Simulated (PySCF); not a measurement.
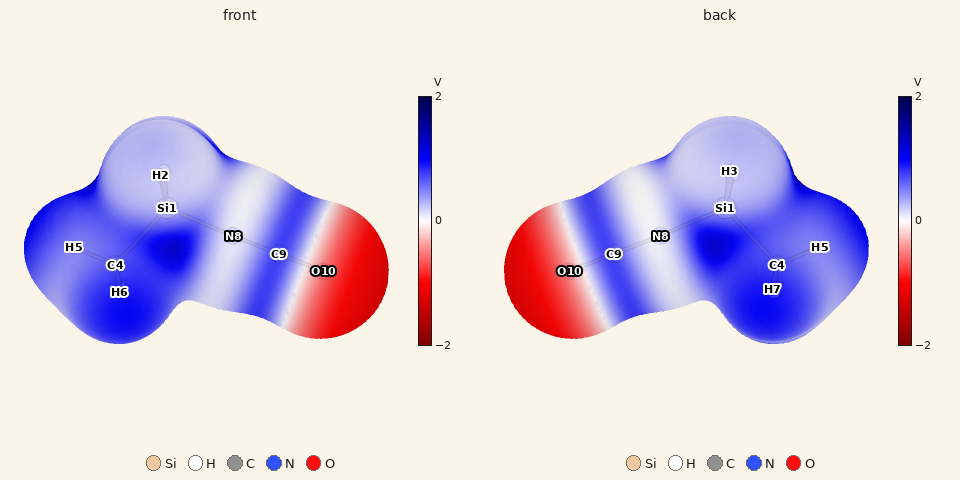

Figure 1: C$_{2}$H$_{5}$NOSi (SiH2Me(NCO)). The electrostatic potential painted on the density surface at 0.002 e/bohr³, seen from the front and from behind; the colour scale runs from red (negative) to blue (positive).

Geometry: PBE0-D3(BJ)/def2-SVP.

Theory: wB97X-D/def2-SVPD, SCF density, gas phase (PySCF 2.14.0).

The calculation's input:

```
{"job": {"kind": "uv", "xc": "wB97X-D", "basis": "def2-SVPD", "ip": true, "nstates": 10}, "charge": 0, "multiplicity": 1}
Si     0.701967     0.019132     0.441552
H      0.751978     0.025377     1.932937
H      2.090638    -0.081604    -0.095754
C     -0.163098     1.540460    -0.206447
H      0.367603     2.449722     0.117910
H     -1.195389     1.590572     0.171880
H     -0.197266     1.534018    -1.306358
N     -0.159995    -1.395784    -0.051329
C     -0.747366    -2.393088    -0.351855
O     -1.324412    -3.365556    -0.648116
```

Command:

```sh
OMP_NUM_THREADS=1 python probes_run.py task.json out
```

### Which sites attract a positive test charge, and which a negative one?

A positive charge is drawn to the negative regions and a negative charge to the positive ones. The most negative region (about −1.2 V) lies over O10, the most positive (about +1.5 V) over Si1. O10 is the likeliest acceptor of a hydrogen bond.

### How polar is the molecule by this calculation?

Its dipole moment is 2.83 D.
